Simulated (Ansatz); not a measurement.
# BF2 (charge +1): ladder of basis sets

How does the energy of BF2 (charge +1) converge with the basis? Wanted for BF2 (charge +1): a ladder of basis sets. SMILES: F[B+]F.

Computed with the Python package of Ansatz 0.2.0. The levels of theory stand in the script.

## (1) The structure

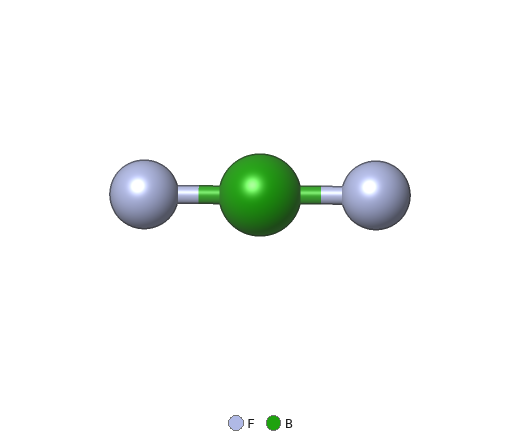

The structure that the script starts from, seen from a chosen angle (fluorine light blue, boron green).

The script holds or builds the structure itself.

## (2) The code

The input, run_basis.py:

```python
"""Basis-set convergence for BF2(+)."""

import ansatz as az

mol = (
    az.Crystal.molecule()
    .atom("F", [0.32737, 1.13387, 0.30568])
    .atom("B", [0.00074, -0.00032, 0.00037])
    .atom("F", [-0.32812, -1.13355, -0.30605])
)

model = mol.calculation().correlation("mp2").charge(1)

energies = {}
for basis in ["cc-pVDZ", "cc-pVTZ", "cc-pVQZ"]:
    data = model.basis(gaussian=basis).run().report
    size = data["n_frozen"] + data["n_occupied"][0] + data["n_virtual"][0]
    energies[basis] = (data["reference_energy_ev"] / 27.211386246, data["free_energy_ev"] / 27.211386246)
    print(f"{basis:14s} {size:4d} orbitals  reference {energies[basis][0]:14.6f} Ha  total {energies[basis][1]:14.6f} Ha")

# correlation energy at the basis limit from E(X) = E + A / X^3
small, large = (energies[b][1] - energies[b][0] for b in ("cc-pVTZ", "cc-pVQZ"))
limit = (4 ** 3 * large - 3 ** 3 * small) / (4 ** 3 - 3 ** 3)
print(f"correlation energy: {small:.6f} and {large:.6f} Ha, extrapolated {limit:.6f} Ha")
print(f"share caught by the larger set: {100 * large / limit:.1f} %")
```

## (3) What the engine is handed

The engine receives this input (first run):

```yaml
crystal:
  periodic: [false, false, false]
  atoms:
    - { symbol: F, position_ang: [0.32737, 1.13387, 0.30568] }
    - { symbol: B, position_ang: [0.00074, -0.00032, 0.00037] }
    - { symbol: F, position_ang: [-0.32812, -1.13355, -0.30605] }
basis:
  gaussian:
    orbitals: cc-pVDZ
total_charge: 1.0
correlation:
  method: mp2
```

## (4) Running it

Launch:

```
> python run_basis.py
```

What it wrote:

```text
cc-pVDZ          42 orbitals  reference    -223.305563 Ha  total    -223.745668 Ha
cc-pVTZ          90 orbitals  reference    -223.400889 Ha  total    -223.968551 Ha
cc-pVQZ         165 orbitals  reference    -223.420289 Ha  total    -224.037734 Ha
correlation energy: -0.567662 and -0.617445 Ha, extrapolated -0.653773 Ha
share caught by the larger set: 94.4 %
```

Wall time 3.9 s (1 thread of Arm Neoverse V1, shared host); peak memory 0.31 GiB.

## (5) What changed from run to run

The engine's inputs for the other runs:

Run 2, against run 1:

```diff
@@ -9 +9 @@
-    orbitals: cc-pVDZ
+    orbitals: cc-pVTZ
```

Run 3, against run 1:

```diff
@@ -9 +9 @@
-    orbitals: cc-pVDZ
+    orbitals: cc-pVQZ
```

## (6) The engine's runs

From the records of these 3 runs:

```csv
run,basis,energy (eV),iterations in all,CPU time (s)
1,cc-pVDZ,-6088.4298,11,0.14
2,cc-pVTZ,-6094.4948,12,0.48
3,cc-pVQZ,-6096.3773,11,2.8
```

Correlation energies (total less mean field):

```csv
basis,correlation (eV),share of the last,miss against the last (eV),CPU time (s)
cc-pVDZ,-11.976,71.3 %,+4.826,0.14
cc-pVTZ,-15.447,91.9 %,+1.355,0.48
cc-pVQZ,-16.802,100.0 %,+0.000,2.8
```

## (7) What came out

| quantity | value |
| --- | --- |
| extrapolated correlation energy | -0.653773 Ha |
| runs compared | 3 |
| correlation energy, last run | -16.802 eV |

In words: Against cc-pVDZ: cc-pVTZ -222.9 mHa and cc-pVQZ -292.1 mHa. The last step alone is -69.18 mHa. Caveats:
- The drop along the ladder measures the basis error, and is no property of the molecule.
- The geometry is a force-field or estimated start, not a minimum of this method, and the last set is no limit. Much of the fall in a total is atomic energy, which cancels in bond and reaction energies.
- Inner cores stay frozen, so this is valence correlation.
- An extrapolation from small basis sets is rough.
